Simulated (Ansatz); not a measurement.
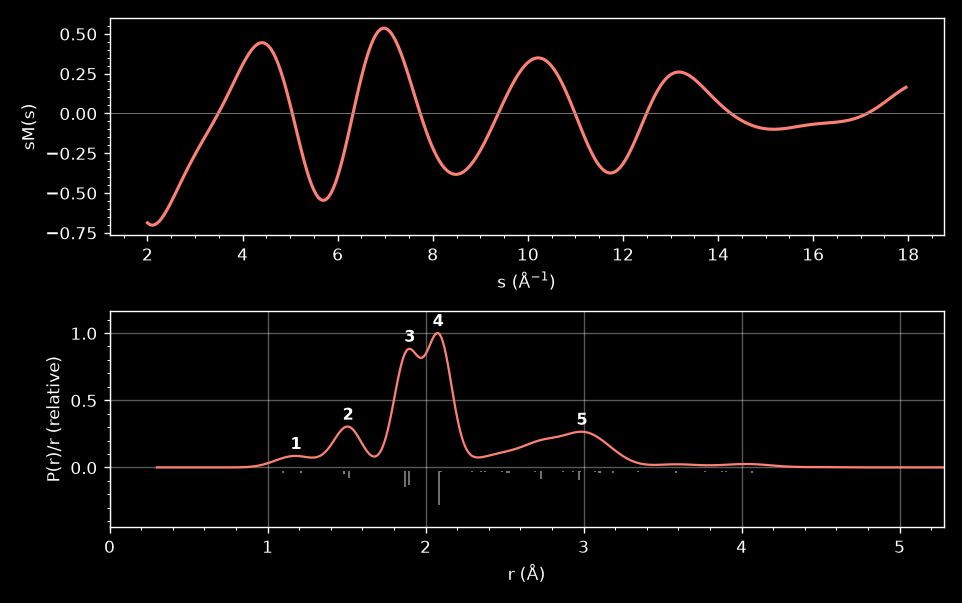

Simulated gas electron diffraction: reduced molecular intensity sM(s) from the Debye equation in the first Born approximation (top) and the radial distribution curve (bottom) of CH₅BSSi. Each pair of atoms contributes with weight ZᵢZⱼ/r (bars below the curve); damping constant 0.002 Å²; vibrational amplitudes assumed, not computed: 0.05 Å for bonds, 0.078 Å for bonds to H, 0.06 + 0.015 r up to 0.15 Å for other pairs. The geometry is the end point of an optimisation (Ansatz, RKS PBE0/def2-SVP); it may be a saddle point or a higher isomer.

Q: Assign the numbered peaks of the radial distribution curve (– bonded, ··· not bonded).

A: Peak 1, 1.18 Å: C–H 1.10 Å, B–H 1.21 Å (×2), not resolved
Peak 2, 1.51 Å: Si–H 1.48 Å (×2), C–B 1.52 Å
Peak 3, 1.90 Å: S–C 1.87 Å, Si–C 1.90 Å
Peak 4, 2.08 Å: S–Si 2.09 Å
Peak 5, 2.99 Å: Si···B 2.73 Å, S···B 2.97 Å, S···H 3.10–3.18 Å (×3), not resolved
